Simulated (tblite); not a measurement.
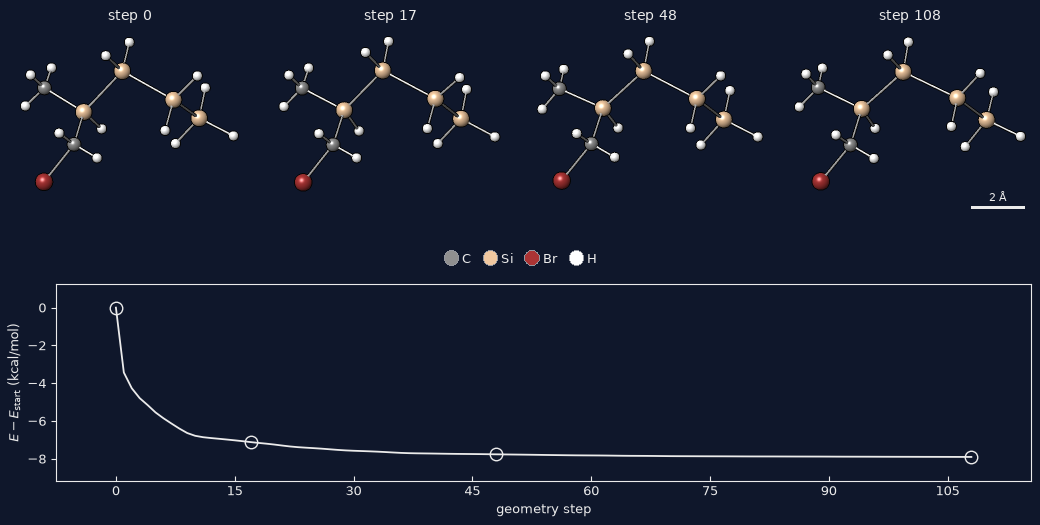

Frames of a relaxation of C2H13BrSi4, marked on the history of the run. Style: ball-and-stick. Shown at a tilt.

All numbers below come from GFN2-xTB geometry optimisation, gas phase in tblite. 

What happens along the run?

The energy falls by 7.90 kcal/mol in 108 geometry steps. The atom that moves furthest after the best rigid fit is an H atom (0.39 Å). By element the largest moves are H 0.39 Å, Si 0.29 Å, C 0.24 Å, Br 0.21 Å. Among the contacts that change: C–Si 1.818 → 1.921 Å, C–Si 1.852 → 1.903 Å, Si–Si 2.294 → 2.327 Å, H–Si 1.487 → 1.464 Å. Bond angles that change, for instance: C–Si–Si 107.6° → 116.2°, Si–Si–Si 107.3° → 114.7°, C–Si–C 113.9° → 106.6°. From step 0 to 17: an H atom moves most (0.14 Å), energy −7.12 kcal/mol. From step 17 to 48: an H atom moves most (0.19 Å), energy −0.65 kcal/mol. From step 48 to 108: H atoms move most (0.18 Å), energy −0.14 kcal/mol.

```tsv
step	E − E(0), kcal/mol
0	0.00
1	-3.43
2	-4.27
3	-4.79
4	-5.15
5	-5.55
6	-5.85
7	-6.13
8	-6.40
9	-6.64
10	-6.78
15	-7.02
20	-7.25
25	-7.44
31	-7.59
36	-7.69
41	-7.73
46	-7.75
51	-7.78
56	-7.81
62	-7.83
67	-7.85
72	-7.86
77	-7.87
82	-7.88
87	-7.88
93	-7.89
98	-7.89
103	-7.90
108	-7.90
```
